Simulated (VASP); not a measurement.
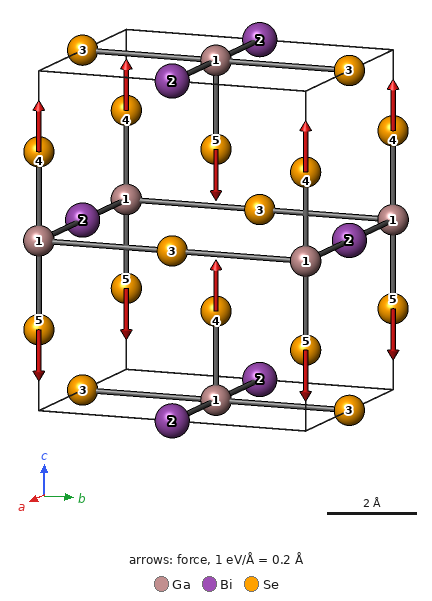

Starting geometry of a crystal of GaBiSe$_{3}$ (a generated structure, set up in Immm) with the computed forces as red arrows. A ball-and-stick model of the conventional cell (2 times the calculation's cell), seen slightly off an axis. Lengths and directions refer to the drawn axes.

The run lets cell and atoms move.

Level of theory: VASP 6.6.1, Kohn-Sham DFT of a periodic cell, PBE, VASP PAW PBE potentials, recommended.

Input file:
```
PREC = Normal
ENCUT = 520
EDIFF = 1E-4
ISMEAR = 0
SIGMA = 0.15
LREAL = False
LASPH = True
NELM = 60
ALGO = Fast
ISIF = 3
LWAVE = False
LCHARG = False
GGA = PE
IBRION = 2
NSW = 24
EDIFFG = -0.08
```

Command:
```bash
cat potpaw_PBE.64/Ga_d/POTCAR potpaw_PBE.64/Bi_d/POTCAR potpaw_PBE.64/Se/POTCAR > POTCAR
mpirun -np 1 vasp_std > vasp.out
```

Question: Is this structure relaxed? If not, where do the atoms go?

Answer: It isn't relaxed: the largest force vector, on Se atoms, is 6.00 eV/Å. The atoms end up moving mostly along the starting forces (cosine between the two patterns 1.00). Over 15 geometry steps the energy falls by 643 meV per atom. The largest force component goes from 6 to 0.03 eV/Å. Pressure: 9.73 GPa at the start and −0.12 GPa at the end. The largest moves relative to the cell, 0.41 Å, are those of Se4 and Se5. Se4 goes along +c. Bi and Ga stay in place. The drawn cell changes as follows: a 5.286 → 5.809 Å (+9.9 %), b 6.475 → 5.188 Å (−19.9 %), c 7.796 → 8.248 Å (+5.8 %); the volume changes by −6.8 %. Some distances before and after: Bi2–Se4 3.732 → 3.024 Å, Ga1–Se3 3.237 → 2.594 Å, Se4–Se5 3.714 → 3.109 Å, Ga1–Se4 2.041 → 2.570 Å. New bonds form, among them: Bi2–Se4 (3.73 → 3.02 Å), Bi2–Se5 (3.73 → 3.02 Å). The space group stays Immm (No. 71). It ran on 1 thread of Intel(R) Xeon(R) Platinum 8488C (Sapphire Rapids), on a shared host.
